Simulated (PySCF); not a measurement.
# doublet [CH6BNO2]+: UHF/6-31G(d) (spherical functions, preoptimised minimum)

Wanted: an optimisation with harmonic vibrations of doublet [CH6BNO2]+. The job is set up through a Python script.

The results are computed with PySCF 2.14.0.

### Step 1. The molecule

The species is [CH6BNO2]+ (11 atoms), meant as a doublet with charge +1. SMILES of the parent species: `OBNCO`. All atoms were displaced at random from a relaxed shape. That shape belongs to the parent species and isn't relaxed for this state. The run starts from this shape.

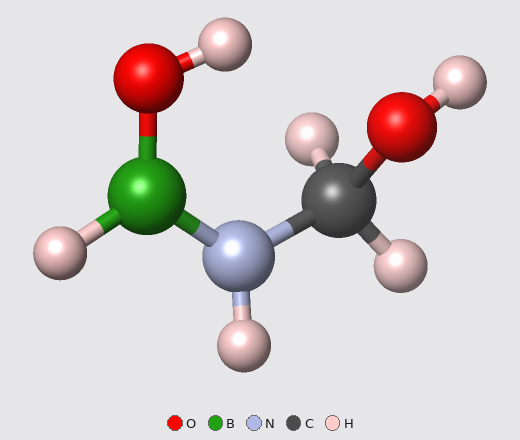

Viewed from a chosen angle; oxygen red, boron green, nitrogen light blue, carbon dark grey, hydrogen pink.

### Step 2. An optimisation with harmonic vibrations at UHF/6-31G(d) (spherical functions, preoptimised minimum)

Contents of input.py:

```python
import numpy
from pyscf import gto, scf, symm
from pyscf.hessian import thermo
from pyscf.geomopt.geometric_solver import kernel as optimise

mol = gto.Mole()
mol.atom = [
    ('O', (-0.341911, 1.846106, 0.542951)),
    ('B', (-0.166133, 0.769548, 1.295181)),
    ('N', (0.014003, -0.504032, 0.776054)),
    ('C', (-0.093555, -0.833467, -0.598410)),
    ('O', (0.870010, 0.010296, -1.358746)),
    ('H', (-0.103138, 1.710749, -0.352059)),
    ('H', (-0.136686, 0.922486, 2.516745)),
    ('H', (0.324520, -1.261643, 1.334247)),
    ('H', (-1.112001, -0.634224, -0.998844)),
    ('H', (0.133697, -1.875776, -0.772118)),
    ('H', (0.667061, -0.142062, -2.268330)),
]
mol.verbose = 3
mol.basis = '6-31g*'
mol.charge = 1
mol.max_memory = 1860
mol.spin = 1
mol.build()

hf = scf.UHF(mol)
hf.conv_tol = 1e-10
hf = hf.newton()
converged, mol_eq = optimise(hf, maxsteps=80)
print('converged:', converged)
print(mol_eq.tostring())

hf.reset(mol_eq)
mol = mol_eq
hf.kernel()
e_final = hf.e_tot
print('Final energy', e_final)
hess = hf.Hessian().kernel()
modes = thermo.harmonic_analysis(mol, hess)
print('frequencies (1/cm)', numpy.round(modes['freq_wavenumber'], 1))
symm.geom.TOLERANCE = 1e-3  # for the symmetry number
th = thermo.thermo(hf, modes['freq_au'], 298.15, 101325)
thermo.dump_thermo(mol, th)
```

Command:

```bash
OMP_NUM_THREADS=1 python input.py
```

Standard output:

```text
<dir> SyntaxWarning: invalid escape sequence '\W'
  S = {(paw_set(r)[0], bool(re.search(r"spin_orbit\W+true|paw_fr", str((r.get("files") or {}).get("input") or "")) or re.search("(?i)spin.orbit\W+(value\W+)?(true|yes)|value\W+spin-orbit", json.dumps(r.get("inputs"), default=str)))) for r in records}

maxiter                   80
----------------------------------------------------------
Custom engine selected.
Bonds will be generated from interatomic distances less than 1.20 times sum of covalent radii
33 internal coordinates being used (instead of 33 Cartesians)
Internal coordinate system (atoms numbered from 1):
Distance 1-2
Distance 1-6
Distance 2-3
Distance 2-7
Distance 3-4
Distance 3-8
Distance 4-5
Distance 4-9
Distance 4-10
Distance 5-11
Angle 2-1-6
Angle 1-2-7
Angle 3-2-7
Angle 2-3-8
Angle 4-3-8
Angle 3-4-5
Angle 3-4-9
Angle 3-4-10
Angle 5-4-9
Angle 5-4-10
Angle 9-4-10
Angle 4-5-11
Out-of-Plane 2-1-3-7
Out-of-Plane 3-2-4-8
Dihedral 6-1-2-3
Dihedral 6-1-2-7
Dihedral 1-2-3-4
Dihedral 1-2-3-8
Dihedral 7-2-3-4
Dihedral 7-2-3-8
Dihedral 2-3-4-5
[... 36 lines left out ...]
WARN: Mole.unit (angstrom) is changed to Bohr
[... 22 lines left out ...]
converged SCF energy = -269.980829653845  <S^2> = 0.76269752  2S+1 = 2.0126575
[... 62 lines left out ...]
converged SCF energy = -269.989208464941  <S^2> = 0.76234534  2S+1 = 2.0123075
[... 62 lines left out ...]
converged SCF energy = -269.992884478969  <S^2> = 0.76258106  2S+1 = 2.0125417
[... 62 lines left out ...]
converged SCF energy = -269.994020721842  <S^2> = 0.76278292  2S+1 = 2.0127423
[... 62 lines left out ...]
converged SCF energy = -269.994567936991  <S^2> = 0.76292582  2S+1 = 2.0128843
[... 62 lines left out ...]
converged SCF energy = -269.994622644074  <S^2> = 0.76292252  2S+1 = 2.012881
[... 62 lines left out ...]
converged SCF energy = -269.994624826259  <S^2> = 0.76292505  2S+1 = 2.0128836
[... 62 lines left out ...]
converged SCF energy = -269.994627471952  <S^2> = 0.76292519  2S+1 = 2.0128837
[... 53 lines left out ...]
Converged! =D
[... 1 line left out ...]
converged: True
O           0.15902713        1.96839363        0.63413721
B          -0.07587160        0.92422215        1.36586172
N          -0.15864329       -0.51613638        0.69961192
[... 7 lines of this table left out ...]
H           0.34542486       -0.01504474       -2.35568427

converged SCF energy = -269.994627765909  <S^2> = 0.76292481  2S+1 = 2.0128833
Final energy -269.99462776590866
frequencies (1/cm) [  63.5  133.2  204.   260.5  414.1  646.9  688.5  742.4  771.4  945.
 1016.  1095.8 1105.4 1222.  1275.7 1334.3 1376.  1515.3 1597.1 1622.8
 1643.6 2918.7 3196.4 3250.5 3695.2 4028.  4051.6]
temperature 298.1500 [K]
pressure 101325.00 [Pa]
Rotational constants [GHz] 8.71849 4.10276 2.83951
Symmetry number 1
Zero-point energy (ZPE) 0.09298 [Eh]   244120.341 [J/mol]
                           tot       elec      trans        rot        vib
Entropy [J/mol/K]       332.074      5.763    162.571    106.953     56.787
Cv [J/mol/K]             84.868      0.000     12.472     12.472     59.925
Cp [J/mol/K]             93.183      0.000     20.786     12.472     59.925
Internal energy [J/mol]                      3718.434   3718.434 253121.730
Internal energy [Eh]   -269.89539  -269.99463
Enthalpy [J/mol]                             6197.391   3718.434 253121.730
Enthalpy [Eh]          -269.89444
Gibbs free energy [J/mol]                  -42273.220 -28169.515 236190.718
Gibbs free energy [Eh] -269.93215
```

Wall time 3 min (1 thread of Intel Xeon 6975P-C (Granite Rapids), shared host); peak memory 0.2 GiB.

### Step 3. Results

At UHF/6-31G* (spherical functions, preoptimised minimum):

| quantity | value |
| --- | --- |
| total energy | -269.99463 Eh |
| HOMO energy (highest over α and β) | -18.39 eV |
| LUMO energy (lowest over α and β) | -5.44 eV |
| ⟨S²⟩ | 0.763 |
| lowest harmonic wavenumber | 64 cm⁻¹ |
| highest harmonic wavenumber | 4052 cm⁻¹ |
| zero-point energy | 244.1 kJ/mol |
| ideal-gas entropy at 298.15 K (symmetry number 1 as used) | 79.4 cal/(mol K) |

What this shows: At the final geometry: Bond lengths: O1–B2 1.296 Å, B2–N3 1.589 Å, N3–C4 1.455 Å, C4–O5 1.372 Å, O1–H6 0.954 Å, B2–H7 1.173 Å, N3–H8 1.011 Å, C4–H9 1.087 Å, C4–H10 1.087 Å, O5–H11 0.952 Å. Some angles: O1–B2–N3 120.2°, B2–N3–C4 131.0°, N3–C4–O5 107.4°, O1–B2–H7 126.9°, N3–B2–H7 112.9°, B2–O1–H6 119.8°, B2–N3–H8 115.8°, C4–N3–H8 113.3°, N3–C4–H9 106.5°, N3–C4–H10 106.5°. All 27 modes are real, so the shape is a minimum at this level. Mulliken charges run from -0.78 on O5 to +0.64 on B2; they depend strongly on the basis.
